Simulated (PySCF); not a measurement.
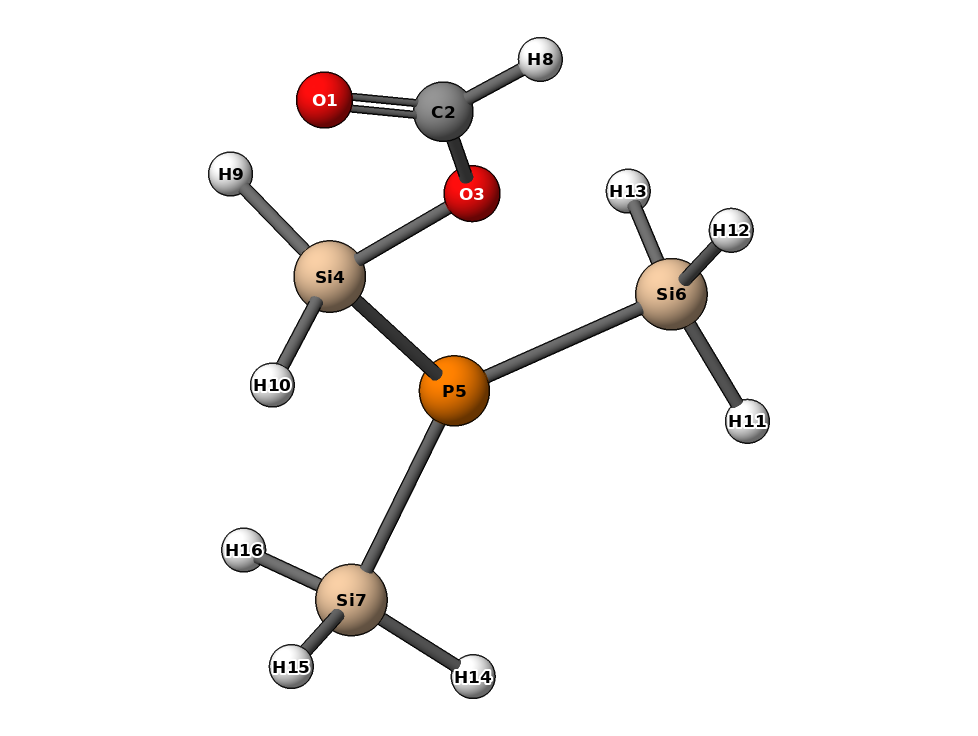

The questions are on Mulliken spin populations. State: charge +1, doublet. Computed geometry: GFN2-xTB optimisation. No frequency run is at hand to confirm it as a minimum. Properties computed with UKS B3LYP, pcH-1 on C H O P Si, non-relativistic (PySCF 2.14.0).

Give the Mulliken spin populations atom by atom.

```json
{"atom": "O1", "value (e)": "0.00"}
{"atom": "C2", "value (e)": "0.00"}
{"atom": "O3", "value (e)": "0.00"}
{"atom": "Si4", "value (e)": "−0.04"}
{"atom": "P5", "value (e)": "1.00"}
{"atom": "Si6", "value (e)": "−0.05"}
{"atom": "Si7", "value (e)": "−0.05"}
{"atom": "H8", "value (e)": "0.00"}
{"atom": "H9", "value (e)": "0.02"}
{"atom": "H10", "value (e)": "0.01"}
{"atom": "H11", "value (e)": "0.01"}
{"atom": "H12", "value (e)": "0.01"}
{"atom": "H13", "value (e)": "0.03"}
{"atom": "H14", "value (e)": "0.00"}
{"atom": "H15", "value (e)": "0.01"}
{"atom": "H16", "value (e)": "0.03"}
```

Mulliken values depend strongly on the basis set. The geometry is semi-empirical. Around P, Si such bond lengths and angles can be off by a tenth of an ångström or more and by several degrees, and values that hang on the shape move with them.
